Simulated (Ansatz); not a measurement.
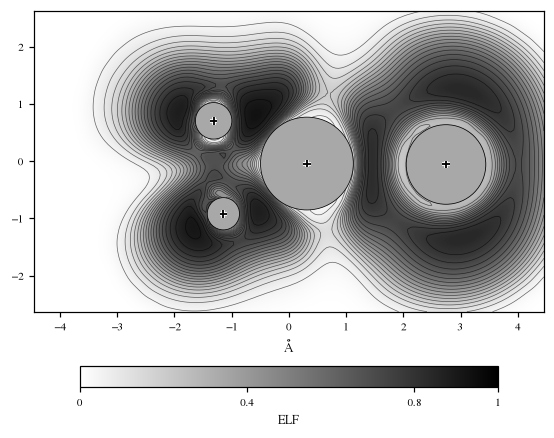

The electron localisation function on a plane through atoms (crosses mark nuclei in the plane; grey discs cover the cores).

The calculation used isolated molecule in a Gaussian basis; Kohn-Sham density functional theory, functional PBE0 (Ansatz).

Candidates:
A. CaClOSi (doublet)
B. AlHINO
C. BH$_{3}$NNaO

Question: Which system is this?

Answer: Candidate B: AlHINO on the plane of atoms N3, Al1 and O4, which holds Al, I, N and O. Al–O (1.70 Å): the ELF peaks at about 0.85 in the valence shell of O, 0.6 Å from its nucleus, and is about 0.45 at the midpoint. Al–N (1.79 Å): the ELF peaks at about 0.85 in the valence shell of N, 0.6 Å from its nucleus, and is about 0.50 at the midpoint.
